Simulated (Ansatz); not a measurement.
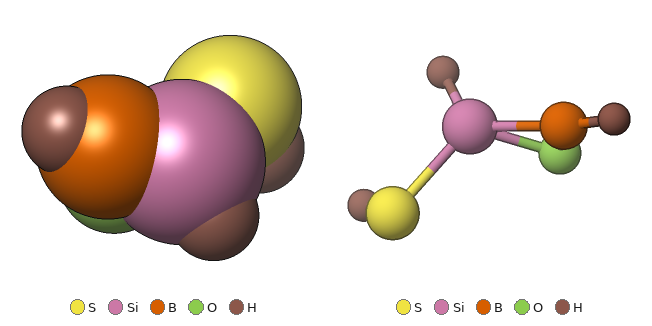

Both panels show the same species.

The geometry was computed by an optimisation with PBE0-D4/def2-TZVP.

> Count the atoms of each element.

BH3OSSi, 7 atoms: 1 boron, 3 hydrogen, 1 oxygen, 1 sulfur and 1 silicon.

> How many atoms are distinct by symmetry?

7: 1 S, 1 Si, 1 B, 1 O, 1 H, 1 H, 1 H.

More results for the same structure follow; atom numbers are the same in all pictures, views and colours differ.

Dipole moment

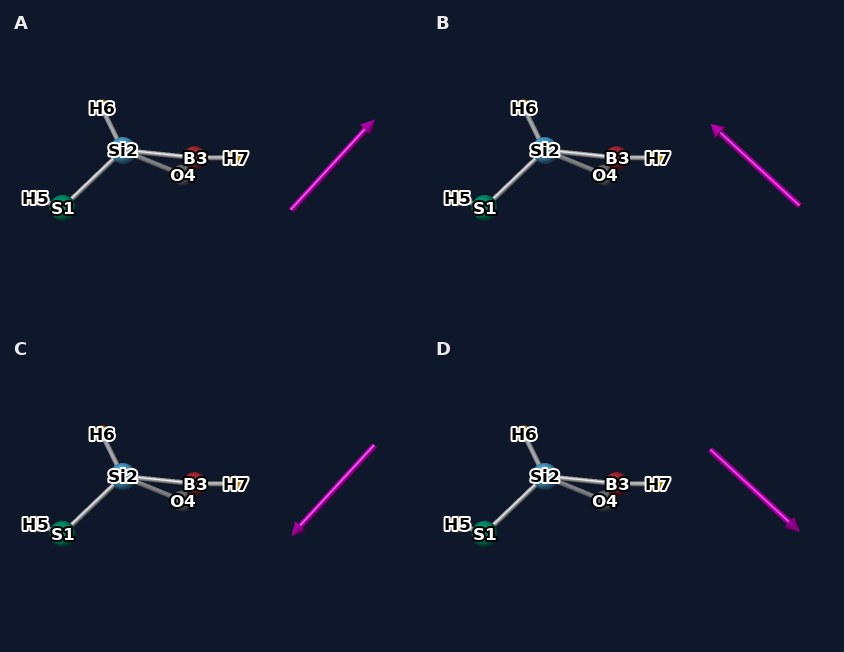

The same molecule four times, each with an arrow. Method: RKS PBE0-D4/def2-TZVP (Ansatz 0.2.0).

> Which arrow points along the dipole moment, from the negative to the positive end?

B. The dipole moment is 1.23 D; it points from the side of H7 to the side of H6 (the outermost atoms at the two ends).

Charges

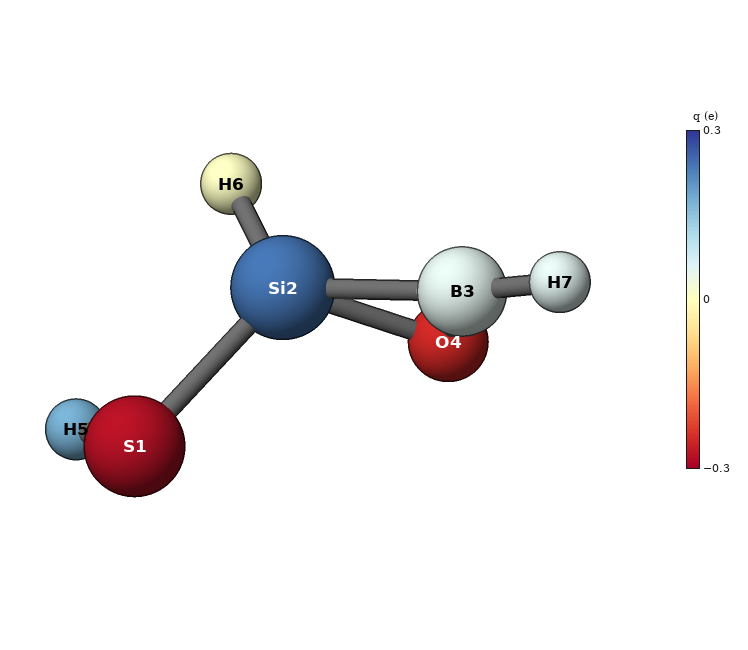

Atoms are coloured by their Mulliken charges. Method: RKS PBE0-D4/def2-TZVP (Ansatz 0.2.0).

Give the Mulliken charges atom by atom.

```tsv
atom	value (e)
S1	−0.28
Si2	0.24
B3	0.05
O4	−0.25
H5	0.17
H6	0.00
H7	0.05
```

Levels of theory compared

Program: Ansatz 0.2.0.

At this fixed geometry, give vertical IP (eV), HOMO–LUMO gap (eV) at these levels: B3LYP-D4/def2-TZVPP; PBE-D4/def2-TZVPP; PBE0-D4/def2-TZVPP; r2SCAN-D4/def2-TZVPP; ωB97M-V/def2-TZVPP; ωB97X-V/def2-TZVPP.

```
               level  vertical IP (eV)  HOMO–LUMO gap (eV)
 B3LYP-D4/def2-TZVPP              9.25                5.48
   PBE-D4/def2-TZVPP              9.03                3.75
  PBE0-D4/def2-TZVPP              9.23                5.89
r2SCAN-D4/def2-TZVPP              9.10                4.23
  ωB97M-V/def2-TZVPP              9.35                9.99
  ωB97X-V/def2-TZVPP              9.34               10.38
```

Mulliken values depend strongly on the basis set and can even reverse the polarity of a bond.
